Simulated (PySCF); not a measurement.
# UHF/ma-def2-SVP run of CH4FSi (SMILES C[SiH]F)

What is the vertical doublet–quartet gap of CH4FSi at UHF/ma-def2-SVP? Input form: a Python script.

Program for the calculation: PySCF 2.14.0.

1 further run of the same task is left out (set aside as unsound or not needed).

### Step 1. The system as given

The species is CH4FSi (7 atoms), meant as a doublet with charge 0. As SMILES, `C[SiH]F`. The shape is that of a PBE0-D4/def2-TZVP optimisation.

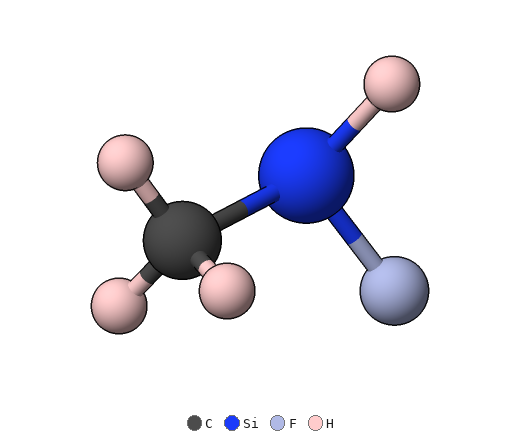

The structure, seen from a chosen angle (carbon dark grey, silicon blue, fluorine light blue, hydrogen pink).

### Step 2. The energy at UHF/ma-def2-SVP

Contents of calc.py:

```python
# C[SiH]F
from pyscf import gto

system = gto.M(
    atom='''
C   -0.653500   0.389500  -0.298000
Si   0.917400  -0.594100  -0.104100
F    0.640700  -1.812800   0.909600
H   -1.444900  -0.207800  -0.754100
H   -0.470200   1.260900  -0.931700
H   -1.000700   0.738300   0.679600
H    2.011300   0.226000   0.498700
''',
    verbose=4,
    spin=1,
    max_memory=1860,
    basis='ma-def2-svp',
)

hf = system.UHF()
hf.conv_tol = 1e-10
hf.kernel()
if not hf.converged:
    hf = hf.newton().run(hf.mo_coeff, hf.mo_occ)

etot = hf.e_tot
print('E(%s) = %.9f' % ('HF', etot))
```

Launch:

```sh
$ OMP_NUM_THREADS=1 python calc.py
```

Standard output:

```text
PySCF version 2.14.0

[INPUT] num. atoms = 7
[INPUT] num. electrons = 33
[INPUT] charge = 0
[INPUT] spin (= nelec alpha-beta = 2S) = 1
[INPUT] symmetry False subgroup None
[INPUT] Mole.unit = angstrom
[INPUT] Symbol           X                Y                Z      unit          X                Y                Z       unit  Magmom
[INPUT]  1 C     -0.653500000000   0.389500000000  -0.298000000000 AA   -1.234936022403   0.736048325518  -0.563138385120 Bohr   0.0
[INPUT]  2 Si     0.917400000000  -0.594100000000  -0.104100000000 AA    1.733634746676  -1.122686290604  -0.196720489567 Bohr   0.0
[INPUT]  3 F      0.640700000000  -1.812800000000   0.909600000000 AA    1.210747528009  -3.425695518612   1.718894882904 Bohr   0.0
[INPUT]  4 H     -1.444900000000  -0.207800000000  -0.754100000000 AA   -2.730465277384  -0.392685088685  -1.425042470535 Bohr   0.0
[INPUT]  5 H     -0.470200000000   1.260900000000  -0.931700000000 AA   -0.888549223770   2.382755670464  -1.760657830257 Bohr   0.0
[INPUT]  6 H     -1.000700000000   0.738300000000   0.679600000000 AA   -1.891048932852   1.395184797766   1.284257874254 Bohr   0.0
[INPUT]  7 H      2.011300000000   0.226000000000   0.498700000000 AA    3.800806154338   0.427078104152   0.942406418321 Bohr   0.0

nuclear repulsion = 106.882452021489
number of shells = 34
number of NR pGTOs = 112
number of NR cGTOs = 66
basis = ma-def2-svp
ecp = {}

******** <class 'pyscf.scf.uhf.UHF'> ********
method = UHF
initial guess = minao
damping factor = 0
level_shift factor = 0
DIIS = <class 'pyscf.scf.diis.CDIIS'>
diis_start_cycle = 1
diis_space = 8
diis_damp = 0
SCF conv_tol = 1e-10
SCF conv_tol_grad = None
SCF max_cycles = 50
direct_scf = True
direct_scf_tol = 1e-13
number electrons alpha = 17  beta = 16
Set gradient conv threshold to 1e-05
init E= -428.343969821226
[... the frontier-level lines of each cycle are left out ...]

cycle= 1 E= -428.319066987945  delta_E= 0.0249  |g|= 0.329  |ddm|=  1.7
cycle= 2 E= -428.368666490408  delta_E= -0.0496  |g|= 0.192  |ddm|= 0.493
cycle= 3 E= -428.3823045268  delta_E= -0.0136  |g|= 0.0397  |ddm|= 0.157
cycle= 4 E= -428.384147011424  delta_E= -0.00184  |g|= 0.00989  |ddm|= 0.119
cycle= 5 E= -428.384340439098  delta_E= -0.000193  |g|= 0.004  |ddm|= 0.0332
cycle= 6 E= -428.384378657959  delta_E= -3.82e-05  |g|= 0.00154  |ddm|= 0.0143
cycle= 7 E= -428.384383828513  delta_E= -5.17e-06  |g|= 0.000646  |ddm|= 0.00564
cycle= 8 E= -428.384384615392  delta_E= -7.87e-07  |g|= 0.000219  |ddm|= 0.00249
cycle= 9 E= -428.384384712697  delta_E= -9.73e-08  |g|= 8.59e-05  |ddm|= 0.000883
cycle= 10 E= -428.384384731078  delta_E= -1.84e-08  |g|= 2.83e-05  |ddm|= 0.000466
cycle= 11 E= -428.384384732926  delta_E= -1.85e-09  |g|= 9.96e-06  |ddm|= 0.000153
cycle= 12 E= -428.384384733121  delta_E= -1.95e-10  |g|= 4.87e-06  |ddm|= 3.57e-05
cycle= 13 E= -428.384384733163  delta_E= -4.25e-11  |g|= 2.11e-06  |ddm|= 1.63e-05
Extra cycle  E= -428.384384733169  delta_E= -6.14e-12  |g|= 1.33e-06  |ddm|= 4.09e-06
converged SCF energy = -428.384384733169  <S^2> = 0.75231316  2S+1 = 2.0023118
E(HF) = -428.384384733
```

It took 1.4 s on 1 thread of Arm Neoverse V1, shared host; peak memory 0.14 GiB.

### Step 3. The quartet, same level

Contents of calc.py:

```python
from pyscf import gto

mol = gto.Mole()
mol.atom = '''
C       -0.653500       0.389500      -0.298000
Si       0.917400      -0.594100      -0.104100
F        0.640700      -1.812800       0.909600
H       -1.444900      -0.207800      -0.754100
H       -0.470200       1.260900      -0.931700
H       -1.000700       0.738300       0.679600
H        2.011300       0.226000       0.498700
'''
mol.max_memory = 1860
mol.verbose = 4
mol.basis = 'ma-def2-svp'
mol.spin = 3
mol.build()

mf = mol.UHF()
mf.conv_tol = 1e-10
mf.kernel()
if not mf.converged:
    mf = mf.newton().run(mf.mo_coeff, mf.mo_occ)

e_tot = mf.e_tot
print('E = %.10f Eh' % e_tot)
```

Launch:

```sh
$ OMP_NUM_THREADS=1 python calc.py
```

Standard output:

```text
PySCF version 2.14.0

[INPUT] num. atoms = 7
[INPUT] num. electrons = 33
[INPUT] charge = 0
[INPUT] spin (= nelec alpha-beta = 2S) = 3
[INPUT] symmetry False subgroup None
[INPUT] Mole.unit = angstrom
[INPUT] Symbol           X                Y                Z      unit          X                Y                Z       unit  Magmom
[INPUT]  1 C     -0.653500000000   0.389500000000  -0.298000000000 AA   -1.234936022403   0.736048325518  -0.563138385120 Bohr   0.0
[INPUT]  2 Si     0.917400000000  -0.594100000000  -0.104100000000 AA    1.733634746676  -1.122686290604  -0.196720489567 Bohr   0.0
[INPUT]  3 F      0.640700000000  -1.812800000000   0.909600000000 AA    1.210747528009  -3.425695518612   1.718894882904 Bohr   0.0
[INPUT]  4 H     -1.444900000000  -0.207800000000  -0.754100000000 AA   -2.730465277384  -0.392685088685  -1.425042470535 Bohr   0.0
[INPUT]  5 H     -0.470200000000   1.260900000000  -0.931700000000 AA   -0.888549223770   2.382755670464  -1.760657830257 Bohr   0.0
[INPUT]  6 H     -1.000700000000   0.738300000000   0.679600000000 AA   -1.891048932852   1.395184797766   1.284257874254 Bohr   0.0
[INPUT]  7 H      2.011300000000   0.226000000000   0.498700000000 AA    3.800806154338   0.427078104152   0.942406418321 Bohr   0.0

nuclear repulsion = 106.882452021489
number of shells = 34
number of NR pGTOs = 112
number of NR cGTOs = 66
basis = ma-def2-svp
ecp = {}

******** <class 'pyscf.scf.uhf.UHF'> ********
method = UHF
initial guess = minao
damping factor = 0
level_shift factor = 0
DIIS = <class 'pyscf.scf.diis.CDIIS'>
diis_start_cycle = 1
diis_space = 8
diis_damp = 0
SCF conv_tol = 1e-10
SCF conv_tol_grad = None
SCF max_cycles = 50
direct_scf = True
direct_scf_tol = 1e-13
number electrons alpha = 18  beta = 15
Set gradient conv threshold to 1e-05
[... 4 lines left out ...]
[... the frontier-level lines of each cycle are left out ...]
[... 11 lines left out ...]
[... 11 lines left out ...]
[... 11 lines left out ...]
[... 11 lines left out ...]
[... 11 lines left out ...]
[... 11 lines left out ...]
[... 11 lines left out ...]
[... 11 lines left out ...]
[... 11 lines left out ...]
[... 11 lines left out ...]
[... 11 lines left out ...]
[... 5 lines left out ...]

cycle= 24 E= -428.076228323019  delta_E= -3.89e-10  |g|= 1.07e-05  |ddm|= 0.000932


cycle= 25 E= -428.076228322261  delta_E= 7.59e-10  |g|= 8.39e-06  |ddm|= 0.000895


cycle= 26 E= -428.076228321145  delta_E= 1.12e-09  |g|= 6.73e-06  |ddm|= 0.000754


cycle= 27 E= -428.076228320023  delta_E= 1.12e-09  |g|= 5.42e-06  |ddm|= 0.000897


cycle= 28 E= -428.076228319037  delta_E= 9.86e-10  |g|= 3.68e-06  |ddm|= 0.00106


cycle= 29 E= -428.076228318536  delta_E= 5.01e-10  |g|= 2.35e-06  |ddm|= 0.000842


cycle= 30 E= -428.076228318396  delta_E= 1.39e-10  |g|= 1.54e-06  |ddm|= 0.000447


cycle= 31 E= -428.076228318367  delta_E= 2.91e-11  |g|= 1.11e-06  |ddm|= 0.000207


Extra cycle  E= -428.076228318376  delta_E= -8.19e-12  |g|= 9.96e-07  |ddm|= 2.62e-05
converged SCF energy = -428.076228318376  <S^2> = 3.7707874  2S+1 = 4.0103802
E = -428.0762283184 Eh
```

It took 1.9 s on 1 thread of Arm Neoverse V1, shared host; peak memory 0.14 GiB.

### Step 4. What came out

At UHF/ma-def2-SVP:

| quantity | value |
| --- | --- |
| doublet: total energy | -428.38438 Eh |
| doublet: dipole moment | 2.01 D |
| doublet: HOMO energy (highest over α and β) | -9.28 eV |
| doublet: LUMO energy (lowest over α and β) | 0.90 eV |
| doublet: ⟨S²⟩ | 0.752 |
| quartet: total energy | -428.07623 Eh |
| quartet: dipole moment | 3.76 D |
| quartet: HOMO energy (highest over α and β) | -3.00 eV |
| quartet: ⟨S²⟩ | 3.771 |
| vertical energy of the quartet above the doublet | 8.385 eV |

What this shows: At this shape the quartet lies 8.39 eV (809 kJ/mol) above the doublet. Mulliken charges (doublet) run from -0.92 on C1 to +0.51 on Si2.
